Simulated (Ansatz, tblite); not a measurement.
# Si(vinyl)(NCO)3 (C5H3N3O3Si): spin states and exact exchange

Aim: set other spin states of Si(vinyl)(NCO)3 (C5H3N3O3Si) against its singlet, on many levels of theory.

Method: as each input shows; program: Ansatz 0.2.0, Gaussian basis.

Levels to be run: triplet, at the geometry of the singlet (GFN1-xTB, GFN2-xTB, PBE0-D4/def2-TZVP, PBE-D4/def2-TZVP, r2SCAN-D4/def2-TZVP); the singlet's energies come from earlier runs.

**1. The relaxed structure**

The singlet was relaxed beforehand with PBE-D4/def2-SVP.

15 atoms, charge 0, spin multiplicity 1.

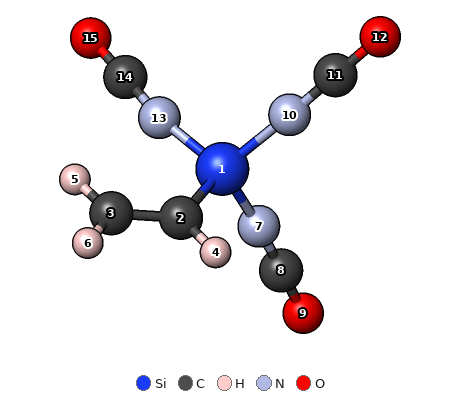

The geometry (silicon blue, carbon dark grey, hydrogen pink, nitrogen light blue, oxygen red); atoms are numbered from 1 in the order of the file.

**2. Triplet at the fixed geometry, GFN1-xTB**

Tight binding, by tblite at 300 K electronic temperature and without a spin-polarisation term:

```python
tblite.interface.Calculator('GFN1-xTB', numbers, positions, charge=0, uhf=2).singlepoint()
```

Energy -1024.9664 eV; 0.019 s.

**3. Triplet at the fixed geometry, GFN2-xTB**

Tight binding, by tblite at 300 K electronic temperature and without a spin-polarisation term:

```python
tblite.interface.Calculator('GFN2-xTB', numbers, positions, charge=0, uhf=2).singlepoint()
```

Energy -948.4088 eV; 0.02 s.

**4. Triplet at the fixed geometry, PBE0-D4/def2-TZVP**

in.yaml

```yaml
crystal:
  periodic: [false, false, false]
  atoms:
    - {symbol: Si, position_ang: [0.065330, 0.190002, -0.212114]}
    - {symbol: C, position_ang: [0.245097, 0.245234, 1.629236]}
    - {symbol: C, position_ang: [-0.130609, -0.765498, 2.438281]}
    - {symbol: H, position_ang: [0.686198, 1.155321, 2.075477]}
    - {symbol: H, position_ang: [-0.575997, -1.691948, 2.036976]}
    - {symbol: H, position_ang: [-0.011621, -0.712615, 3.533969]}
    - {symbol: N, position_ang: [1.591909, 0.325757, -0.990251]}
    - {symbol: C, position_ang: [2.708926, 0.386143, -1.452355]}
    - {symbol: O, position_ang: [3.795207, 0.450165, -1.909384]}
    - {symbol: N, position_ang: [-0.905666, 1.489284, -0.780354]}
    - {symbol: C, position_ang: [-1.624659, 2.383448, -1.164874]}
    - {symbol: O, position_ang: [-2.322062, 3.259256, -1.538201]}
    - {symbol: N, position_ang: [-0.664266, -1.295687, -0.680067]}
    - {symbol: C, position_ang: [-1.177910, -2.241387, -1.236628]}
    - {symbol: O, position_ang: [-1.679878, -3.177475, -1.749703]}
basis:
  gaussian: {orbitals: def2-TZVP}
magnetization: {spin_polarized: true, initial_magnetization: 2}
hamiltonian: {xc: pbe0, dispersion: d4}
scf: {omitted_lower_state_checks: [starts]}
output: {orbitals: {seedname: orbitals}}
```

Command:

```sh
$ ansatz run in.yaml --threads 2 --pin off --events-out ev --progress --plain --max-ram 32768MiB --backend cuda --devices 0, --max-vram 18GiB
```

Log:

```text
Functional definition: PBE0
  name "PBE0"
  cite "Adamo & Barone, J. Chem. Phys. 110, 6158 (1999) doi:10.1063/1.478522"
  cite "Perdew, Burke & Ernzerhof, Phys. Rev. Lett. 77, 3865 (1996) doi:10.1103/PhysRevLett.77.3865"
  parent pbe
  parameter a = 0.25
  parameter kappa = 0.804
  parameter beta = 0.06672455060314922
  exchange = (1 - a)*pbe_x(kappa = kappa, mu = beta*pi^2/3) + a*exact_x
  correlation = pbe_c(beta = beta)
these checks for a lower state are left out or cut short: starts
2218 factors; their error is unknown
mean field evaluation 1: about -23684.1087 eV, gradient 7.0e1 eV
mean field evaluation 2: about -23614.9448 eV, gradient 1.2e2 eV
mean field evaluation 4: about -23702.1744 eV, gradient 2.8e1 eV
mean field evaluation 8: about -23706.9979 eV, gradient 1.0e0 eV
mean field evaluation 16: about -23707.0885 eV, gradient 1.1e-2 eV
mean field -23707.08854186 eV, -871.2194346715 hartree, gradient 7.4e-6 eV, S^2 2.008291; 0 other end points of the search recorded, 0 dependent functions left out
reference -23707.08858154 eV, -871.2194361299 hartree; 47, 45 occupied and 349, 351 virtual orbitals, 2218 factors
Total energy: -23707.49458885 eV, -871.2343566232 hartree
Checks for a lower state left out: starts
```

Run time: 9.5 s. Hardware: 1 × H100 (card shared with other runs) with 2 threads of AMD EPYC 7R13, shared host; peak host memory 0.99 GiB.

From the report: HOMO -4.71 eV, LUMO -5.18 eV (over both spins; with the spin held, an empty level of the minority spin lies below the top filled one); ⟨S²⟩ 2.008 (pure: 2.00).

**5. Triplet at the fixed geometry, PBE-D4/def2-TZVP**

start.molden holds the orbitals of an earlier run on this state, given as this run's starting guess.

in.yaml, as its differences from that of step 4:

```diff
@@ -19,5 +19,5 @@
 basis:
-  gaussian: {orbitals: def2-TZVP}
+  gaussian: {orbitals: def2-TZVP, initial_orbitals: start.molden}
 magnetization: {spin_polarized: true, initial_magnetization: 2}
-hamiltonian: {xc: pbe0, dispersion: d4}
+hamiltonian: {xc: pbe, dispersion: d4}
 scf: {omitted_lower_state_checks: [starts]}
```

The command is unchanged.

Log:

```text
Functional definition: PBE
  name "PBE"
  cite "Perdew, Burke & Ernzerhof, Phys. Rev. Lett. 77, 3865 (1996) doi:10.1103/PhysRevLett.77.3865"
  parent pbe
  parameter kappa = 0.804
  parameter beta = 0.06672455060314922
  exchange = pbe_x(kappa = kappa, mu = beta*pi^2/3)
  correlation = pbe_c(beta = beta)
these checks for a lower state are left out or cut short: starts
2202 factors; their error is unknown
mean field evaluation 1: about -23706.4220 eV, gradient 1.1e1 eV
mean field evaluation 2: about -23706.7283 eV, gradient 4.1e-1 eV
mean field evaluation 4: about -23706.7063 eV, gradient 3.7e-1 eV
mean field evaluation 8: about -23706.7067 eV, gradient 2.0e-5 eV
mean field -23706.70671893 eV, -871.2054029376 hartree, gradient 2.0e-5 eV, S^2 2.006195; 0 other end points of the search recorded, 0 dependent functions left out
reference -23706.70677289 eV, -871.2054049206 hartree; 47, 45 occupied and 349, 351 virtual orbitals, 2202 factors
Total energy: -23707.17616280 eV, -871.2226546818 hartree
Checks for a lower state left out: starts
```

It took 7.5 s on 1 × H100 (card shared with other runs) with 2 threads of AMD EPYC 7R13, shared host; peak host memory 0.94 GiB.

From the report: HOMO -3.39 eV, LUMO -6.43 eV (over both spins; with the spin held, an empty level of the minority spin lies below the top filled one); ⟨S²⟩ 2.006 (pure: 2.00).

**6. Triplet at the fixed geometry, r2SCAN-D4/def2-TZVP**

in.yaml, as its differences from that of step 5:

```diff
@@ -21,3 +21,3 @@
 magnetization: {spin_polarized: true, initial_magnetization: 2}
-hamiltonian: {xc: pbe, dispersion: d4}
+hamiltonian: {xc: r2scan, dispersion: d4}
 scf: {omitted_lower_state_checks: [starts]}
```

Launched as before.

Log:

```text
Functional definition: r2SCAN
  name "r2SCAN"
  cite "Furness, Kaplan, Ning, Perdew & Sun, J. Phys. Chem. Lett. 11, 8208 (2020) doi:10.1021/acs.jpclett.0c02405"
  cite "Furness, Kaplan, Ning, Perdew & Sun, J. Phys. Chem. Lett. 11, 9248 (2020) doi:10.1021/acs.jpclett.0c03077"
  parent r2scan
  parameter k0 = 0.174
  parameter k1 = 0.065
  parameter a1 = 4.9479
  exchange = r2scan_x(k0 = k0, k1 = k1, a1 = a1)
  correlation = r2scan_c
these checks for a lower state are left out or cut short: starts
2202 factors; their error is unknown
mean field evaluation 1: about -23719.6516 eV, gradient 5.8e0 eV
mean field evaluation 2: about -23719.7403 eV, gradient 1.3e-1 eV
mean field evaluation 4: about -23719.7166 eV, gradient 2.9e-3 eV
mean field evaluation 8: about -23719.7166 eV, gradient 1.8e-5 eV
mean field -23719.71663548 eV, -871.6835085525 hartree, gradient 1.8e-5 eV, S^2 2.011717; 0 other end points of the search recorded, 0 dependent functions left out
reference -23719.71665179 eV, -871.6835091520 hartree; 47, 45 occupied and 349, 351 virtual orbitals, 2202 factors
Total energy: -23719.84975191 eV, -871.6884004911 hartree
Checks for a lower state left out: starts
```

It took 7 s on 1 × H100 (card shared with other runs) with 2 threads of AMD EPYC 7R13, shared host; peak host memory 1 GiB.

From the report: HOMO -3.81 eV, LUMO -5.85 eV (over both spins; with the spin held, an empty level of the minority spin lies below the top filled one); ⟨S²⟩ 2.012 (pure: 2.00).

**7. Triplet less singlet, vertical**

The singlet's energies are those of its earlier runs, whose logs aren't repeated here.

| level | triplet less singlet, vertical (eV) | time |
| --- | --- | --- |
| GFN1-xTB | +4.644 | 0.034 s |
| GFN2-xTB | +4.508 | 0.032 s |
| PBE-D4/def2-TZVP | +4.122 | 9.9 s |
| r2SCAN-D4/def2-TZVP | +3.845 | 10 s |
| PBE0-D4/def2-TZVP | +3.974 | 14 s |

Times add the two runs; a level without a time comes out of a correlated run. Tight binding without a spin term can't rank spin states.

**8. Outcome**

| quantity | value |
| --- | --- |
| triplet less singlet, vertical, functionals in def2-TZVP | +3.845 (r2SCAN-D4) to +4.122 eV (PBE-D4) |

In words: All functionals put the triplet above the singlet, over a spread of 0.276 eV. The checks for a lower triplet were left out, so another state of that spin may lie lower. These are electronic energies, without zero-point motion, entropy or surroundings.
